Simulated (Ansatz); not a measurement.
The figure comes from a scan of C (graphite type, space group P6_3/mmc): one C atom of a 4-atom cell moves by s along Cartesian [110], with its periodic images. Computed with r2SCAN+rVV10 (plane waves to 500 eV, PAW, scalar-relativistic; Ansatz, a program for electronic structure). k mesh 12×12×4 (Γ-centred), Fermi-Dirac smearing 0.05 eV. With partly filled bands, energies and forces of such displacements shift with the k mesh and the smearing. F∥ is the force on the atom along that direction. C was relaxed with its symmetry unable to fall. 

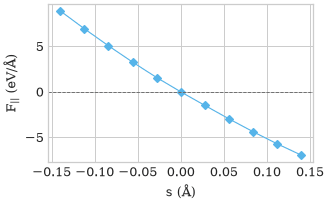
Fig. 1. F∥ (eV/Å) against s (Å); computed points joined by lines.

List the plotted points as numbers.

To the nearest 0.2:

```
s (Å)   F∥ (eV/Å)
------  ---------
-0.140        8.8
-0.112        7.0
-0.084        5.0
-0.056        3.2
-0.028        1.6
0.000         0.0
0.028        -1.4
0.056        -3.0
0.084        -4.4
0.112        -5.8
0.140        -7.0
```

(A displaced cell: forces are minus the slopes of the energy, force constants its curvatures, and phonons follow from these.)
